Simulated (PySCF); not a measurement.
Vertical excitations of a molecule C8H6 from PySCF 2.14.0 with TDA-LC-ωPBE/def2-SVPD, as energy in eV (oscillator strength): 2.32 (0.000), 4.44 (0.183), 5.41 (0.000), 6.17 (0.088), 6.29 (0.000), 6.71 (0.007). Lowest triplet (TDA): 1.11 eV. Geometry: ωB97X-D3(BJ)/def2-SVP. One conformer was computed; it need not be the lowest.

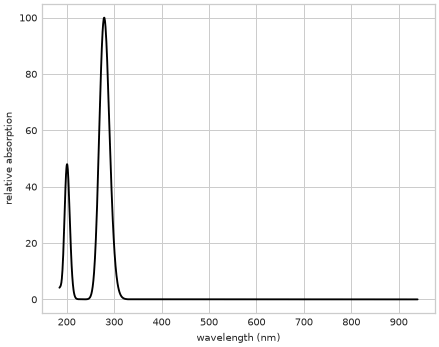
Figure. The lines broadened by 0.4 eV.

Task: Identify the compound among the candidates.
A) C=C=CC#CC=C=C
B) C#C/C=C\C=C\C#C
C) C1=CC2=CC=CC2=C1
D) C#CC=C=CCC#C

Result: C, C1=CC2=CC=CC2=C1
